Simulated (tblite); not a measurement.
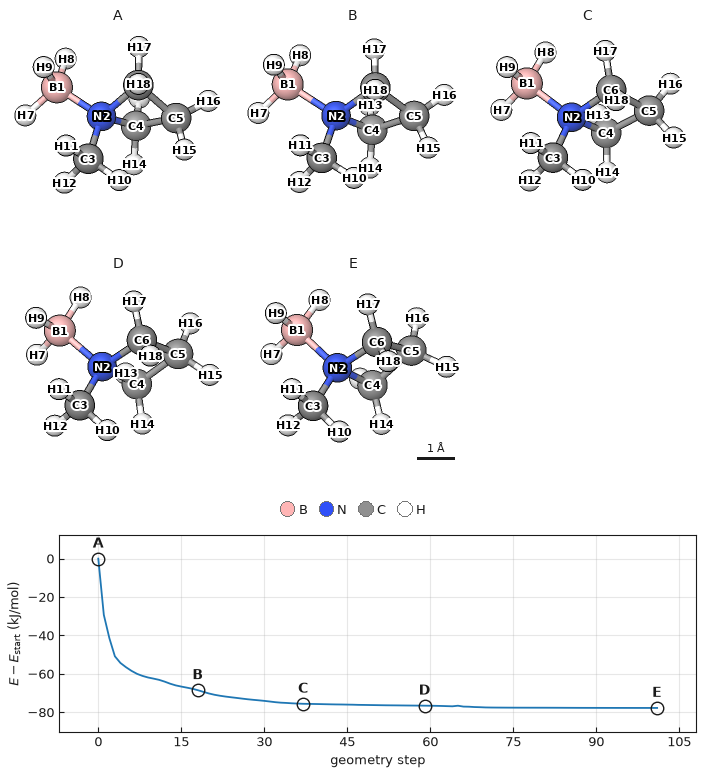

Frames of a relaxation of C4H12BN, marked on the history of the run. The picture is a ball-and-stick view, seen at a tilt.

The calculation used tblite 0.8.0, GFN2-xTB geometry optimisation, gas phase. 

**What happens along the run?**

After 101 geometry steps the energy has fallen by 77.7 kJ/mol. The atom that moves furthest after the best rigid fit is H15 (1.34 Å). By element the largest moves are H 1.34 Å, C 0.54 Å, B 0.25 Å, N 0.16 Å. Near-neighbour distances that change, for instance: B1–N2 1.500 → 1.637 Å, C3–H11 1.121 → 1.088 Å, N2–C4 1.447 → 1.478 Å, C5–C6 1.500 → 1.530 Å. Among the angles between lasting bonds that change: C5–C4–H13 108.8° → 116.9°, H7–B1–H9 107.0° → 113.0°, H13–C4–H14 116.0° → 110.0°. Groups turn about N2–C6 by about 45°, N2–C4 by about 45°, C4–C5 by about 40°. The run took 0.84 s on 1 thread of Arm Neoverse N1 (shared host). From step 0 to 18: H15 moves most (0.29 Å), energy −68.5 kJ/mol. From step 18 to 37: H atoms move most (0.47 Å), energy −7.07 kJ/mol. From step 37 to 59: H atoms move most (0.38 Å), energy −0.98 kJ/mol. From step 59 to 101: H16 moves most (0.26 Å), energy −1.18 kJ/mol.
